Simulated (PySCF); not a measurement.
Molecule: SMILES O([SiH3])[SiH2]O[Si](F)(F)F. Atoms near the plane z = 0.0 Å, at the PBE0/def2-SVP optimised geometry (x, y, z in Å): Si1 (0.4, -1.7, 0.0), O2 (-0.2, -0.1, 0.0), Si3 (-0.4, 1.4, 0.5), H10 (1.8, -1.7, 0.0), H12 (-1.8, 1.7, 0.8), H13 (0.1, 2.4, -0.5).

Level of theory: PBE0/def2-TZVP run with PySCF 2.14.0. Cells within 0.4 Å of a nucleus heavier than hydrogen are left out (blank, or x). The values are rescaled to run from 0 to 1.

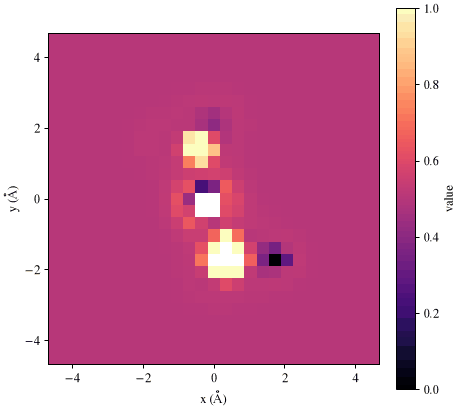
Figure. a field on the plane z = 0.0 Å.

Question: Which quantity is mapped?
(A) electron localisation function
(B) Laplacian of the electron density
(C) log10 of the electron density
(D) an orbital amplitude

Answer: B, Laplacian of the electron density. In full: Laplacian of the electron density (e/bohr⁵), clipped to [-1.50, 1.50].
